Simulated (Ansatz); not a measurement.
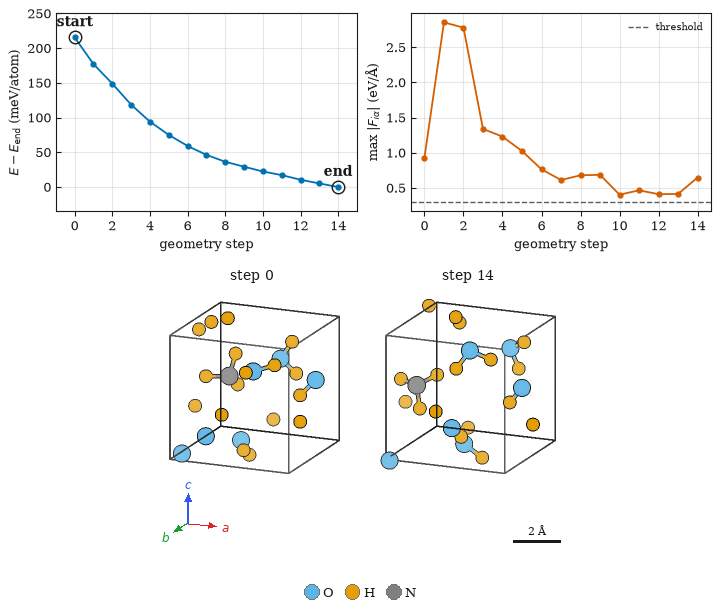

First and last geometry of a relaxation of an amorphous cell of composition H15NO6, with the history of the run. The picture is a ball-and-stick view of the cell of the calculation, seen from a free direction.

The cell holds 6 H2O + 1 NH3. The run prepares the start of a later molecular dynamics calculation, from a guessed geometry.

Method: Ansatz 0.2.0, DFT PBE-D3(BJ), scalar-relativistic, plane waves, PAW. Settings: plane-wave cutoff 420 eV; k-point mesh 1 × 1 × 1; occupations fermi dirac; smearing width 0.05 eV; no spin polarisation; atoms relaxed in a fixed cell; force threshold 0.3 eV/Å; at most 15 steps.

Question: Did the run converge, and what did it change?

Answer: The relaxation stopped without meeting its thresholds, so the last structure isn't shown to be converged. It used up its limit of 15 steps. The largest move is that of an H atom, 1.97 Å roughly along [−1 0 −1]. By element the largest moves are H 1.97 Å, O 1.36 Å, N 1.31 Å. The lattice vectors keep their values. Near-neighbour distances that change, for instance: H–O 0.969 → 1.012 Å, H–N 1.017 → 1.039 Å, H–O 0.969 → 0.986 Å. Among the angles between lasting bonds that change: H–N–H 106.3° → 103.8°. The energy falls by 216 meV per atom in 14 geometry steps. Largest force component: 0.93 eV/Å at the start, 0.65 eV/Å at the end.

```tsv
step	E − E(0), meV/atom	largest force component, eV/Å
0	0.00	0.9315
1	-38.44	2.8549
2	-66.64	2.7801
3	-96.97	1.3394
4	-121.43	1.2299
5	-140.52	1.0250
6	-156.45	0.7649
7	-169.28	0.6128
8	-179.21	0.6799
9	-186.36	0.6869
10	-193.24	0.4035
11	-198.46	0.4660
12	-205.15	0.4110
13	-210.48	0.4143
14	-215.63	0.6483
```

Limits of the set-up: the program's low-accuracy preset was used; the periodic images lie only 5.6 Å apart, so the values are limited by the cell's size.
